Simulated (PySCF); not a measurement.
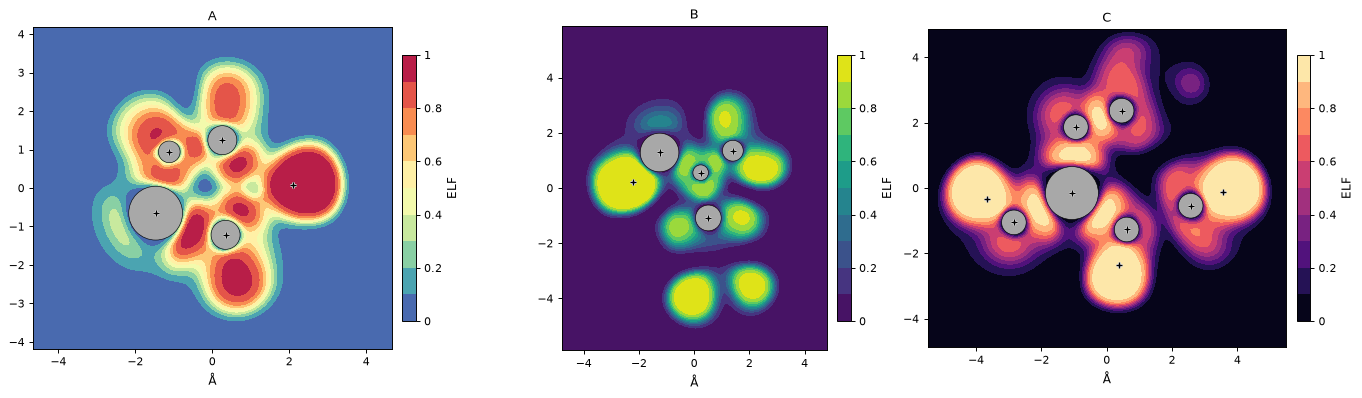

The electron localisation function of 3 systems, each on a plane through atoms (crosses mark nuclei in the plane; grey discs cover the cores).

The calculation used PBE0/pcSseg-1, SCF density, gas phase, non-relativistic (PySCF 2.14.0).

System 1: C8H13Al, the plane of atoms C5, Al4 and C6. Geometry: GFN2-xTB.

```xyz
22

C     1.9583    1.6228   -1.2252
C     1.5939    1.4041    0.0291
C     1.7829    0.1231    0.7618
Al    0.1519   -1.0716    0.7151
C     0.1748   -2.8374    1.6313
C    -1.4975   -0.4940   -0.2848
C    -1.2956    0.1077   -1.6499
C    -1.7452    1.3126   -1.3071
C    -2.0592    0.9174    0.1024
H     1.7839    2.5656   -1.7144
H     2.4441    0.8609   -1.8138
H     1.1065    2.1980    0.5834
H     2.6158   -0.4426    0.3198
H     2.0640    0.3246    1.8045
H     1.1353   -3.0339    2.1197
H    -0.0007   -3.6657    0.9366
H    -0.5955   -2.9235    2.4043
H    -2.2749   -1.2740   -0.2745
H    -0.9140   -0.3129   -2.5653
H    -1.8342    2.2578   -1.8135
H    -3.1152    0.9298    0.3702
H    -1.4899    1.4505    0.8696
```

System 2: C5H17BOSi (SMILES C[O+]([SiH3])[BH2-]C(C)(C)C), the plane of atoms C1, O2 and Si3. Geometry: GFN2-xTB.

```xyz
25

C    -1.8456   -1.4957    0.6620
O    -1.5170   -0.3662   -0.1164
Si   -2.5794    0.9055   -0.2029
B    -0.1028   -0.5122   -0.9904
C     1.1182    0.1348   -0.1123
C     2.4133   -0.0413   -0.9163
C     1.3242   -0.5360    1.2524
C     0.9176    1.6338    0.1354
H    -0.9281   -1.9905    0.9684
H    -2.4459   -2.1940    0.0734
H    -2.4125   -1.1981    1.5462
H    -3.8646    0.3585   -0.6552
H    -2.7152    1.4011    1.1711
H    -1.9877    1.8436   -1.1288
H    -0.3324    0.0944   -1.9839
H    -0.0052   -1.6830   -1.1680
H     2.3174    0.4240   -1.8941
H     3.2592    0.4111   -0.3974
H     2.6260   -1.0970   -1.0670
H     0.4735   -0.3588    1.9099
H     2.2112   -0.1353    1.7465
H     1.4633   -1.6098    1.1380
H     0.0118    1.8150    0.7163
H     0.8297    2.1672   -0.8083
H     1.7600    2.0534    0.6880
```

System 3: C3H7ClOSi, the plane of atoms Si2, O6 and C5. Geometry: GFN2-xTB.

```xyz
13

Cl    3.0699    0.5954    0.7350
Si    1.2581   -0.2569    0.8462
C    -0.2240    0.9265    0.6714
C    -1.1382    0.1061   -0.2401
C    -0.2366   -0.6723   -1.2018
O     0.9304   -1.0842   -0.5216
H     1.2093   -1.1669    1.9811
H    -0.7291    1.1922    1.5958
H     0.0665    1.8565    0.1799
H    -1.8475    0.7224   -0.7917
H    -1.6986   -0.6085    0.3647
H     0.0659   -0.0438   -2.0461
H    -0.7304   -1.5660   -1.5904
```

Which map belongs to which system?

Answer. Panel A is system 3, C3H7ClOSi: the plane holds Si, C, O and H. C–O (1.41 Å): the ELF peaks at about 0.90 between the atoms; a shared but strongly polarised pair. Panel B is system 2, C5H17BOSi: the plane holds C, O, Si, B and H. C–O (1.41 Å): the ELF peaks at about 0.90 between the atoms, as expected for a shared but strongly polarised pair. Panel C is system 1, C8H13Al: the plane holds C, Al and H. C–Al (1.99 Å): the ELF peaks at about 0.95 between the atoms; a polar covalent bond.
